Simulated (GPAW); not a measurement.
The P K edge of atom 2 in AsP (R3m), with 3 As at 2.45 Å and 3 As at 3.00 Å (distorted octahedral, site symmetry 3m), was computed in 3 ways: excited-electron core hole (neutral cell), full core hole (charged cell) and no core hole. Program and functional: GPAW, LDA, Gaussian full width 0.9 eV up to 4 eV, rising linearly to 3.5 eV at 25 eV; cells of 2 and 8 atoms (the run without a hole in the smaller).

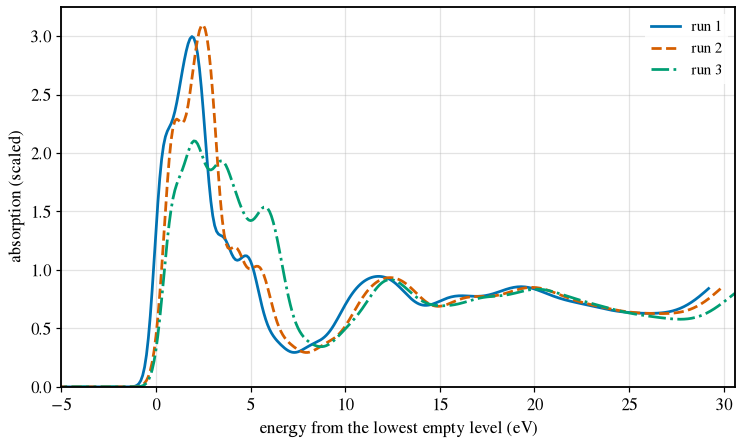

Each run is counted from its own lowest empty level or Fermi level and scaled to a mean of 1 over its first 20 eV.

**Question.** Which run is which?

Run 1: excited-electron core hole (neutral cell) (area from −2 to 6 eV 10.7, main maxima 1.9 eV (3.00), 11.8 eV (0.94) and 19.3 eV (0.86)). Run 2: full core hole (charged cell) (area from −2 to 6 eV 10.5, main maxima 2.5 eV (3.09), 12.4 eV (0.93) and 19.9 eV (0.85)). Run 3: no core hole (area from −2 to 6 eV 9.9, main maxima 2.0 eV (2.10), 3.5 eV (1.93), 5.8 eV (1.54) and 12.4 eV (0.92)). With each curve scaled to its own mean, the area from −2 to 6 eV with the hole is 10.7 against 9.9, and the centre of weight from −1 to 20 eV moves by -0.4 eV (first and strongest maxima below 20 eV: 2.0 eV (2.10), 3.5 eV (1.93) and 5.8 eV (1.54) without the hole, 1.9 eV (3.00), 11.8 eV (0.94) and 19.3 eV (0.86) with it); the shape changes all the same, by 39 % r.m.s.

[Hosts, paths, dates, database ids (printed as entryN), source tags and the programs' standing remarks are cut or masked in the printed files.]

[Lists of maxima count a maximum above −3 eV only where it reaches 4 % of the highest in the window and stands out from its surroundings by 2 % of it (1.5 % where it reaches 55 %); shoulders and weaker maxima are passed over, and of the rest the first, up to two pre-edge ones and the few strongest are named.]
